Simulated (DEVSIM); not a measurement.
Device: GaN p-n junction from an implanted or diffused profile, at 300 K.

```tsv
layer (left to right)	material	thickness (μm)	Nd (cm⁻³)	τn (s)	τp (s)
1	GaN	3.20	3e15	1.5e-8	1.5e-8
```

Added acceptor profile: 1.7e18 cm⁻³ × exp(−(x − 0.066 μm)²/(2·(0.3 μm)²)). Left contact: ohmic. Right contact: ohmic. Voltage is applied to the left contact. Recombination: SRH at mid-gap, radiative. Mobility is constant in doping.

The device is made up for the run: typed textbook-type constants, with dimensions and the other settings drawn at random. Values at 300 K.

```tsv
parameter	GaN
gap (eV)	3.43
affinity (eV)	4.1
permittivity	9.5
Nc (cm⁻³)	2.3e18
Nv (cm⁻³)	4.6e19
μn (cm²/Vs)	1200
μp (cm²/Vs)	100
B (cm³/s)	1e-11
```

DEVSIM, 1D drift-diffusion, Boltzmann statistics, complete ionisation; no tunnelling, impact ionisation, image-force lowering or self-heating.

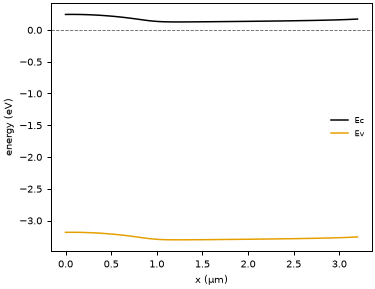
Fig. 1. Band edges at 3.1 V on the left contact

Energies count from the Fermi level of the right contact; mesh points crowd at the junctions.

```tsv
x (μm)	Ec (eV)	Ev (eV)	n (cm⁻³)	p (cm⁻³)	field (V/cm)
0.000	0.244	-3.186	< 1e2	1.7e18	180
0.01485	0.244	-3.186	5.2e12	1.7e18	150
0.03450	0.245	-3.185	1.2e13	1.7e18	93
0.06285	0.245	-3.185	2.2e13	1.7e18	11
0.1110	0.244	-3.186	3.9e13	1.7e18	-130
0.1619	0.243	-3.187	5.9e13	1.6e18	-270
0.2352	0.241	-3.189	9.3e13	1.4e18	-480
0.3598	0.232	-3.198	1.8e14	1.0e18	-840
0.5029	0.217	-3.213	3.9e14	5.9e17	-1300
0.6480	0.196	-3.234	9.7e14	2.6e17	-1700
0.8040	0.167	-3.263	3.1e15	8.3e16	-2000
1.014	0.133	-3.297	1.2e16	2.1e16	-890
1.170	0.127	-3.304	1.5e16	1.4e16	-110
1.326	0.127	-3.303	1.5e16	1.2e16	81
1.841	0.133	-3.297	1.2e16	9.0e15	140
2.404	0.143	-3.287	8.5e15	5.5e15	200
2.738	0.151	-3.279	6.4e15	3.4e15	290
2.936	0.157	-3.273	5.1e15	2.1e15	390
3.084	0.164	-3.266	3.9e15	1.0e15	570
3.141	0.168	-3.262	3.5e15	5.5e14	660
3.175	0.170	-3.260	3.2e15	2.4e14	700
3.200	0.172	-3.258	3.0e15	< 1e2	710
```
